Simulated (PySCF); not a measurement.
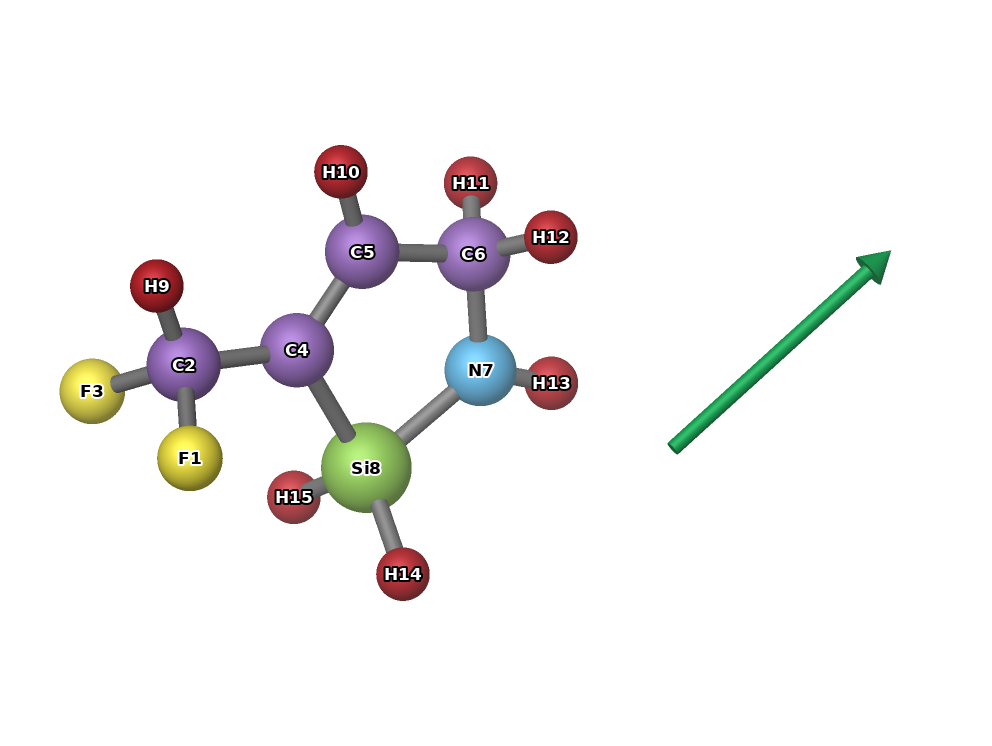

The arrow beside the molecule shows the direction of the dipole moment, from the negative to the positive end (its length means nothing). Computed geometry: GFN2-xTB optimisation. No frequency run is at hand to confirm it as a minimum. Properties computed with PBE0/pcSseg-1, gas phase (PySCF 2.14.0).

Question: How large is the dipole moment?

Answer: 3.57 D; it points from the side of F1, F3 to the side of H11, H12 (the outermost atoms at the two ends).

The geometry is semi-empirical. Around Si such bond lengths and angles can be off by a tenth of an ångström or more and by several degrees, and values that hang on the shape move with them.
